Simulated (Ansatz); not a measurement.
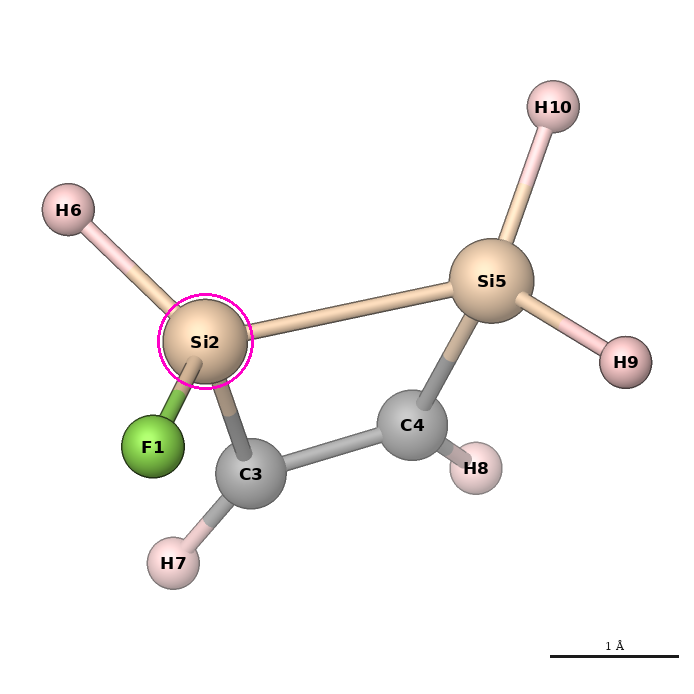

Orthographic view. Distant atoms are faded towards the background colour. Computed geometry: PBE-D4/def2-SVP optimisation. No frequency run is at hand to confirm it as a minimum.

> Which atoms are bonded to the circled atom?

The circled atom is Si2; it is bonded to F1, C3, Si5, H6.

> Which atom is nearest the viewer?

F1, 2.2 Å in front of the mean position.

> Of Si2 and C3, which is nearer the viewer?

Si2; the bond to C3 points away from the viewer, so it looks shorter than its 1.88 Å.

> Which atom is farthest from the viewer?

H8, 2.0 Å behind the mean position.
